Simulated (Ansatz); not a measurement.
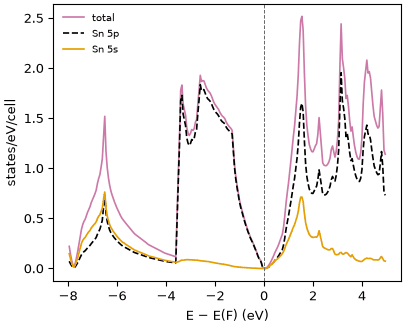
*Total and projected density of states of Sn (diamond, Fd-3m), DFT-r²SCAN+D4 in the program Ansatz with PAW potentials*

Problem. Which orbitals carry the states next to the Fermi level?

Solution. Within 0.5 eV of the Fermi level: Sn 5p 84 %, Sn 5s 14 %. Projections are on Löwdin-orthogonalised atomic valence shells; empty p or d shells of many metals are not among them.

Problem. Where is the tallest occupied peak in this window, and what makes it?

Solution. Near -2.6 eV, about 1.9 states/eV per cell; the largest projected share is Sn 5p.

This is a known low-temperature phase of the composition, computed here at zero pressure and temperature. The cell was relaxed with r²SCAN+D4 under the symmetry of its start; its stability against distortions is not shown here. The pairwise dispersion correction was not fitted to metals. Scalar-relativistic: spin–orbit coupling is off unless named, which matters more the heavier the elements.

Potentials: the earlier of the program's two PAW sets.
